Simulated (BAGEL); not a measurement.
**BN2H4F (SMILES NB(N)F): HF/STO-3G (density fitting with qzvpp-jkfit)**

What is the energy change on altering one bond length of BN2H4F at HF/STO-3G (density fitting with qzvpp-jkfit)? 

The results are computed with BAGEL 1.2.2.

## 1. Starting point

BN2H4F: 8 atoms, total charge 0, spin state singlet. SMILES: `NB(N)F`. The shape is that of a PBE0-D4/def2-TZVP optimisation.

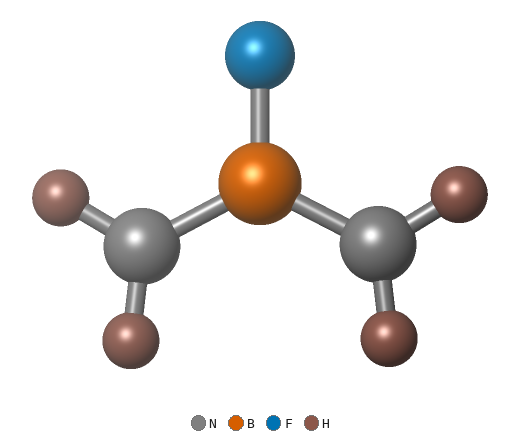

The structure, seen from a chosen angle (nitrogen grey, boron orange, fluorine blue, hydrogen brown).

## 2. A single-point energy at HF/STO-3G (density fitting with qzvpp-jkfit)

input.json

```json
{ "bagel" : [

{
  "title" : "molecule",
  "basis" : "sto-3g",
  "df_basis" : "qzvpp-jkfit",
  "angstrom" : true,
  "geometry" : [
    { "atom" : "N", "xyz" : [      -0.498800,       1.126200,      -0.251400 ] },
    { "atom" : "B", "xyz" : [      -0.102600,      -0.220500,      -0.374700 ] },
    { "atom" : "N", "xyz" : [       0.632300,      -0.934100,       0.593100 ] },
    { "atom" : "F", "xyz" : [      -0.452700,      -0.874800,      -1.502100 ] },
    { "atom" : "H", "xyz" : [      -1.022300,       1.582800,      -0.975200 ] },
    { "atom" : "H", "xyz" : [      -0.293400,       1.705100,       0.540500 ] },
    { "atom" : "H", "xyz" : [       0.943100,      -0.548000,       1.464100 ] },
    { "atom" : "H", "xyz" : [       0.886500,      -1.893900,       0.449900 ] }
  ]
},

{
  "title" : "hf"
},

{
  "title" : "print",
  "file" : "orbitals.molden",
  "orbitals" : true
}

]}
```

The run is started by

```bash
$ BAGEL_NUM_THREADS=1 BAGEL input.json > input.out
```

Output:

```text
* using 1 threads per process

  ===============================================================
  ===============================================================

  *** Geometry ***

  { "atom" : "N", "xyz" : [     -0.942595,      2.128210,     -0.475077 ] },
  { "atom" : "B", "xyz" : [     -0.193886,     -0.416685,     -0.708080 ] },
  { "atom" : "N", "xyz" : [      1.194874,     -1.765193,      1.120797 ] },
  { "atom" : "F", "xyz" : [     -0.855479,     -1.653132,     -2.838558 ] },
  { "atom" : "H", "xyz" : [     -1.931867,      2.991059,     -1.842861 ] },
  { "atom" : "H", "xyz" : [     -0.554446,      3.222172,      1.021397 ] },
  { "atom" : "H", "xyz" : [      1.782201,     -1.035570,      2.766748 ] },
  { "atom" : "H", "xyz" : [      1.675242,     -3.578952,      0.850188 ] },

  Number of auxiliary basis functions:      378

  Since a DF basis is specified, we compute 2- and 3-index integrals:
    o Being stored without compression. Storage requirement is 0.002 GB

  Number of basis functions:       24
  Number of electrons      :       32

    * METHOD: MOLECULE                             0.08

  *** RHF ***

  === Nuclear Repulsion ===
   114.9610438144

      * DIIS with orbital gradients will be used.

  === RHF iteration (sto-3g) ===
      0       -232.28906396          0.01760518           0.01
      1       -232.34822120          0.00342791           0.01
      2       -232.35057081          0.00079113           0.01
      3       -232.35074848          0.00013478           0.01
      4       -232.35075433          0.00003810           0.01
      5       -232.35075483          0.00000857           0.01
      6       -232.35075486          0.00000164           0.01
      7       -232.35075486          0.00000037           0.01
      8       -232.35075486          0.00000008           0.01
      9       -232.35075486          0.00000002           0.01
     10       -232.35075486          0.00000001           0.01
    * SCF iteration converged.

    * Permanent dipole moment:
           (   -0.167401,    -0.313114,    -0.539390) a.u.

    * METHOD: HF                                   0.11

    * METHOD: PRINT                                0.00

  ===============================================================
```

Wall time 0.32 s (1 thread of Arm Neoverse V2, shared host).

## 3. The distorted shape, same level

hf.json

```json
{ "bagel" : [

{
  "title" : "molecule",
  "basis" : "sto-3g",
  "df_basis" : "qzvpp-jkfit",
  "angstrom" : true,
  "geometry" : [
    { "atom" : "N", "xyz" : [   -0.575056,    1.414126,   -0.208442 ] },
    { "atom" : "B", "xyz" : [   -0.178856,    0.067426,   -0.331742 ] },
    { "atom" : "N", "xyz" : [    0.556044,   -0.646174,    0.636058 ] },
    { "atom" : "F", "xyz" : [   -0.528956,   -0.586874,   -1.459142 ] },
    { "atom" : "H", "xyz" : [   -1.098556,    1.870726,   -0.932242 ] },
    { "atom" : "H", "xyz" : [   -0.369656,    1.993026,    0.583458 ] },
    { "atom" : "H", "xyz" : [    0.866844,   -0.260074,    1.507058 ] },
    { "atom" : "H", "xyz" : [    0.886500,   -1.893900,    0.449900 ] }
  ]
},
{ "title" : "hf" },
{ "title" : "print", "file" : "orbitals.molden", "orbitals" : true }

]}
```

The run is started by

```bash
$ BAGEL_NUM_THREADS=1 BAGEL hf.json > hf.out
```

Output:

```text
* using 1 threads per process

  ===============================================================
  ===============================================================

  *** Geometry ***

  { "atom" : "N", "xyz" : [     -1.086698,      2.672311,     -0.393898 ] },
  { "atom" : "B", "xyz" : [     -0.337989,      0.127417,     -0.626902 ] },
  { "atom" : "N", "xyz" : [      1.050771,     -1.221092,      1.201975 ] },
  { "atom" : "F", "xyz" : [     -0.999582,     -1.109031,     -2.757379 ] },
  { "atom" : "H", "xyz" : [     -2.075970,      3.535160,     -1.761682 ] },
  { "atom" : "H", "xyz" : [     -0.698549,      3.766273,      1.102576 ] },
  { "atom" : "H", "xyz" : [      1.638098,     -0.491469,      2.847927 ] },
  { "atom" : "H", "xyz" : [      1.675242,     -3.578952,      0.850188 ] },

  Number of auxiliary basis functions:      378

  Since a DF basis is specified, we compute 2- and 3-index integrals:
    o Being stored without compression. Storage requirement is 0.002 GB

  Number of basis functions:       24
  Number of electrons      :       32

    * METHOD: MOLECULE                             0.08

  *** RHF ***

  === Nuclear Repulsion ===
   113.7402041654

      * DIIS with orbital gradients will be used.

  === RHF iteration (sto-3g) ===
      0       -232.22635139          0.01840520           0.01
      1       -232.28958222          0.00378811           0.01
      2       -232.29234752          0.00092294           0.01
      3       -232.29256423          0.00020115           0.01
      4       -232.29257394          0.00006365           0.01
      5       -232.29257530          0.00001330           0.01
      6       -232.29257536          0.00000240           0.01
      7       -232.29257536          0.00000067           0.01
      8       -232.29257536          0.00000016           0.01
      9       -232.29257536          0.00000004           0.01
     10       -232.29257536          0.00000001           0.01
     11       -232.29257536          0.00000000           0.01
    * SCF iteration converged.

    * Permanent dipole moment:
           (   -0.179965,    -0.286433,    -0.546230) a.u.

    * METHOD: HF                                   0.13

    * METHOD: PRINT                                0.00

  ===============================================================
```

Run time: 0.34 s. Hardware: 1 thread of Arm Neoverse V2, shared host.

## 4. Outcome

Level: HF/STO-3G (density fitting with qzvpp-jkfit).

```
                                                         quantity          value
                                        first shape: total energy  -232.35075 Eh
                                       first shape: dipole moment         1.64 D
                                         first shape: HOMO energy       -8.35 eV
                                         first shape: LUMO energy       11.49 eV
                                       first shape: HOMO–LUMO gap       19.84 eV
                                    distorted shape: total energy  -232.29258 Eh
                                   distorted shape: dipole moment         1.63 D
                                     distorted shape: HOMO energy       -8.17 eV
                                     distorted shape: LUMO energy       11.11 eV
                                   distorted shape: HOMO–LUMO gap       19.28 eV
energy change with the N3–H8 bond stretched from 1.003 to 1.304 Å       1.583 eV
```

With the N3–H8 bond stretched from 1.003 to 1.304 Å the energy rises by 1.58 eV (37 kcal/mol). The first shape isn't relaxed at this level, so the change isn't measured from a minimum. The minimal basis adds a large error of its own.
